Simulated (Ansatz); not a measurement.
**HF/6-31G run of KOH (SMILES [OH][K])**

Aim: molecular dynamics of KOH. 

Program for the calculation: Ansatz 0.2.0.

## (1) Starting point

KOH: 3 atoms, total charge 0, spin state singlet. As SMILES, `[OH][K]`. The coordinates come from a PBE0-D4/def2-TZVP relaxation. The run starts from this shape.

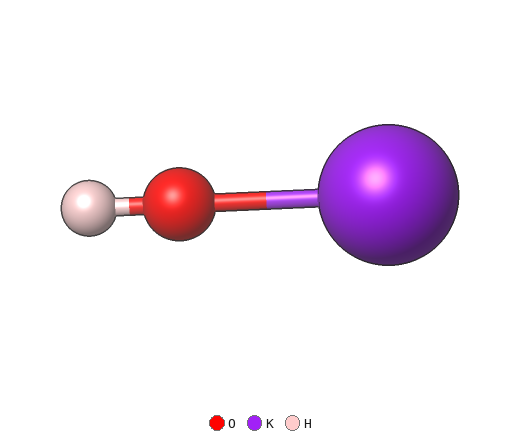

The structure, seen from a chosen angle (oxygen red, potassium purple, hydrogen pink).

## (2) A short trajectory at HF/6-31G

Input file run.yaml:

```yaml
basis:
  gaussian:
    orbitals: 6-31G
crystal:
  periodic: [false, false, false]
  atoms:
    - {symbol: O, position_ang: [-0.368800, 0.046800, -0.196900]}
    - {symbol: K, position_ang: [1.559600, -0.315600, 0.819400]}
    - {symbol: H, position_ang: [-1.201800, 0.204000, -0.635700]}
hamiltonian:
  xc: hf
md:
  timestep: 1 fs
  n_steps: 80
  ensemble: nve
  temperature: 300
  initial_velocities: maxwell_boltzmann
  seed: 557
```

The run is started by

```bash
ansatz run run.yaml --threads 1 --pin off --max-ram 2610MiB --events-out events.jsonl --progress --plain --runs-dir runs
```

Output:

```text
Warning: RAYON_NUM_THREADS=1 ignored (pool sized by the plan → 1); use --threads N
[... 531 lines left out ...]
Total energy: -18355.26279994 eV, -674.5434662539 hartree
[... 3 lines left out ...]
Dipole moment:     1.142978    -0.187180     0.611012 e Å
```

It took 43 s on 1 thread of Arm Neoverse V1, shared host.

Steps, from the record of the run:

| step | potential energy change (eV) | largest force (eV/Å) | temperature (K) |
| --- | --- | --- | --- |
| 0 | 0.0000 | 0.2749 | 300 |
| 4 | -0.0029 | 0.1997 | 322 |
| 8 | 0.0051 | 0.5987 | 261 |
| 12 | 0.0203 | 0.6754 | 143 |
| 16 | 0.0341 | 1.1119 | 37 |
| 20 | 0.0369 | 0.9419 | 15 |
| 24 | 0.0272 | 1.0698 | 91 |
| 28 | 0.0110 | 0.5414 | 216 |
| 32 | -0.0008 | 0.5441 | 306 |
| 36 | -0.0027 | 0.4237 | 322 |
| 40 | 0.0059 | 0.3894 | 256 |
| 44 | 0.0190 | 0.9070 | 154 |
| 48 | 0.0315 | 0.6851 | 58 |
| 52 | 0.0378 | 1.1078 | 9 |
| 56 | 0.0363 | 0.7050 | 21 |
| 60 | 0.0272 | 1.0244 | 91 |
| 64 | 0.0144 | 0.4699 | 190 |
| 68 | 0.0028 | 0.6518 | 280 |
| 72 | -0.0011 | 0.5553 | 310 |
| 76 | 0.0046 | 0.4761 | 266 |
| 80 | 0.0187 | 1.1486 | 157 |

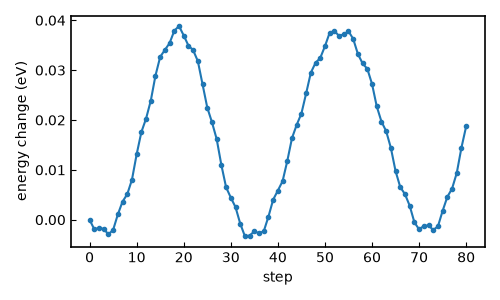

Energy along the run.

## (3) Outcome

Level: HF/6-31G.

| quantity | value |
| --- | --- |
| potential energy of the last frame | -674.54347 Eh |

What this shows: Mulliken charges run from -1.07 on O1 to +0.76 on K2; they depend strongly on the basis. The run spans only 80 fs, so it is not equilibrated: the temperature averages 164 K over its second half, against 300 K at the start, as kinetic energy flows into the vibrations of a start near a minimum.
